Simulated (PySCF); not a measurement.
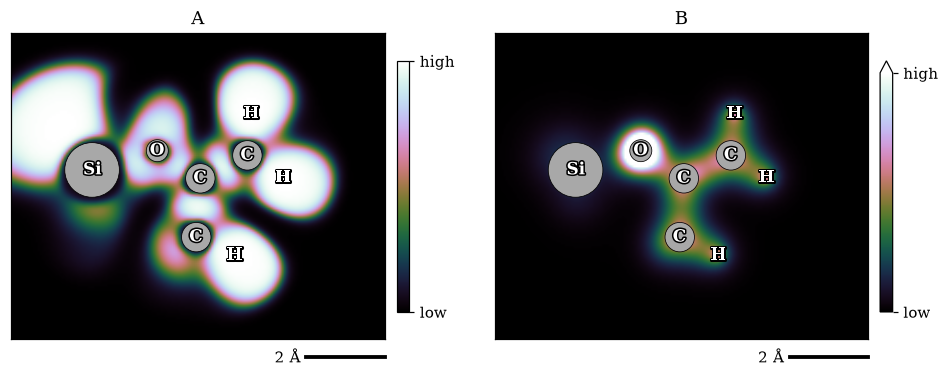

C3H7OSi (SMILES C=C(C)O[SiH2-]) (charge −1): 2 fields on the plane of atoms C1, C2 and O4, with unlabelled colour scales. Grey discs cover the atomic cores.

Geometry: GFN2-xTB.

These are results of PBE0/def2-SVPD, SCF density, gas phase in PySCF, not measurements.

Q: Match the panels to the quantities (electron density and electron localisation function).

A: Panel A: electron localisation function. Panel B: electron density. From the grid: C–O (1.31 Å): the density is about 2.6 e/Å³ at the midpoint; the ELF peaks at about 0.90 between the atoms: a shared but strongly polarised pair. C–C (1.34 Å): ρ at the midpoint is about 2.3 e/Å³; the ELF peaks at about 0.95 between the atoms; a short, multiple covalent bond.
